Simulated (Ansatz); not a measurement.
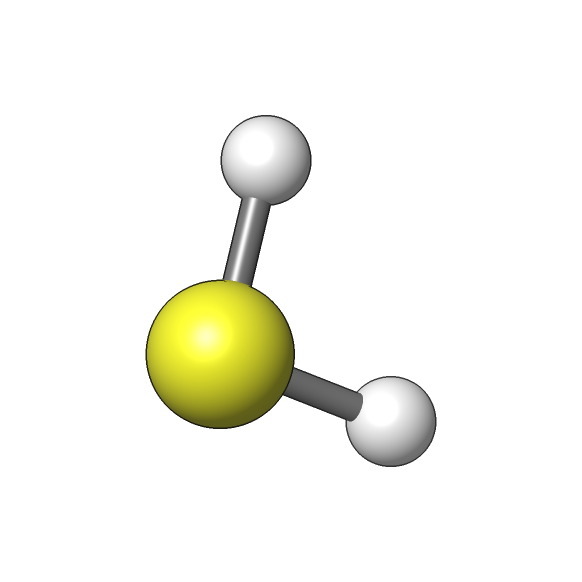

Ball-and-stick drawing of a structure. Every bond is drawn as one stick, whatever its order. Colours: sulfur yellow, hydrogen white.

Give the formula.

Answer. H₂S, 3 atoms: 2 hydrogen and 1 sulfur.

What is the point group of this geometry?

Answer. C2v.

How many bonds of each kind are drawn?

Answer. 2 S–H. Sticks follow a distance rule.

The parts below concern this one geometry. Atoms keep their numbers from picture to picture. The geometry was computed by an optimisation with PBE0-D4/def2-TZVP.

**Shape**

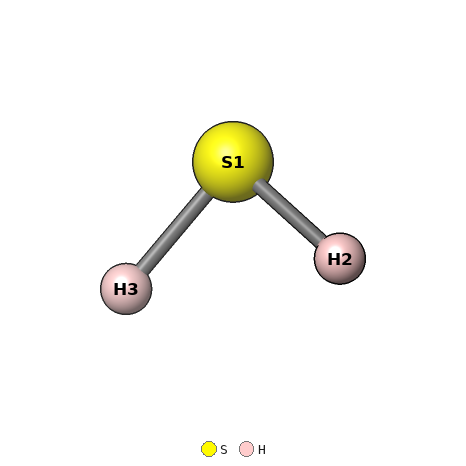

Numbered structure.

Which atoms are bonded, and how long are the bonds?

```
 bond  length (Å)
S1–H2       1.341
S1–H3       1.341
```

**Vibrations**

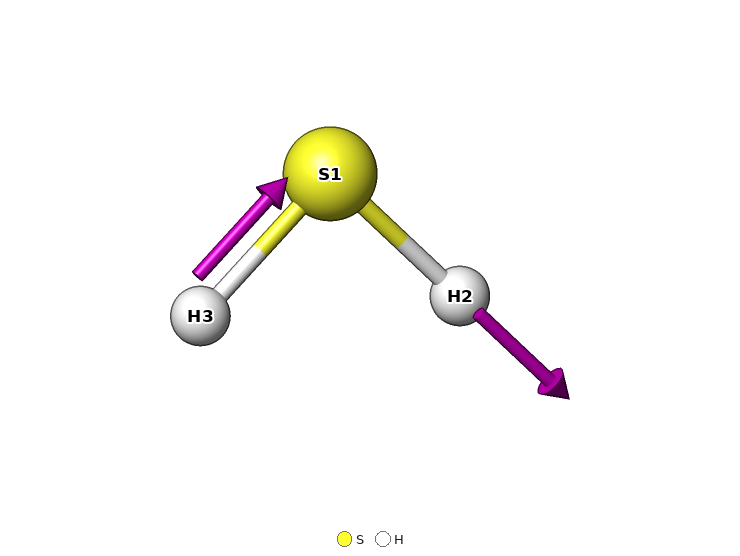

The arrows show one normal mode. Harmonic vibrations computed with RKS PBE0-D4/def2-TZVP (Ansatz 0.2.0) at a stationary point of the same level.

What kind of motion is it?

Answer. Mostly out-of-phase stretching of 2 S–H bonds.

At what wavenumber does it lie?

Answer. 2739 cm⁻¹; it is mode 3 of 3 counted from the lowest.

**Charges**

The questions are on Mulliken charges. Properties computed with RKS PBE0-D4/def2-TZVP (Ansatz 0.2.0).

Give the Mulliken charges atom by atom.

```tsv
atom	value (e)
S1	−0.35
H2	0.17
H3	0.17
```

**Thermal motion**

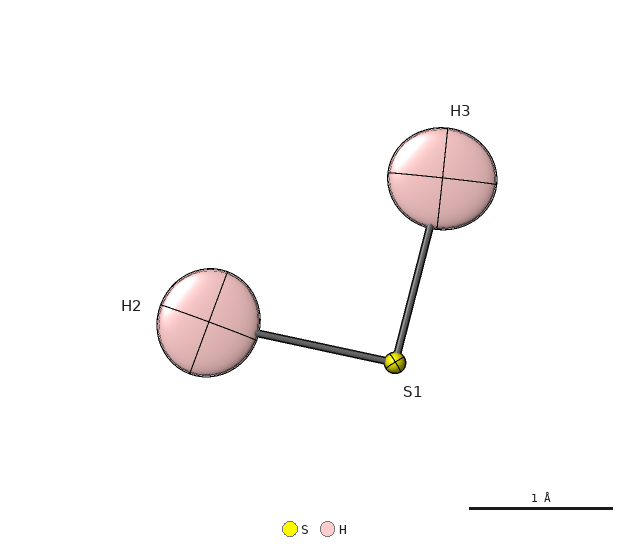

Displacement ellipsoids at the 50 % level, enlarged 3 times, from the internal vibrations of the free molecule (harmonic, no overall translation or rotation; no half-axis is drawn under 0.075 Å). Vibrations computed with RKS PBE0-D4/def2-TZVP (Ansatz 0.2.0). Temperature: 298 K.

Which atom moves most?

Answer. H2, H3, with U_eq = 0.0042 Å².

List U_eq and the three principal root-mean-square amplitudes for each kind of atom.

```json
{"atom": "S1", "U_eq (Å²)": "< 0.00001", "rms amplitudes (Å)": "0.000, 0.002, 0.004"}
{"atom": "H2, H3", "U_eq (Å²)": "0.0042", "rms amplitudes (Å)": "0.000, 0.077, 0.082"}
```

Mulliken values depend strongly on the basis set and can even reverse the polarity of a bond.
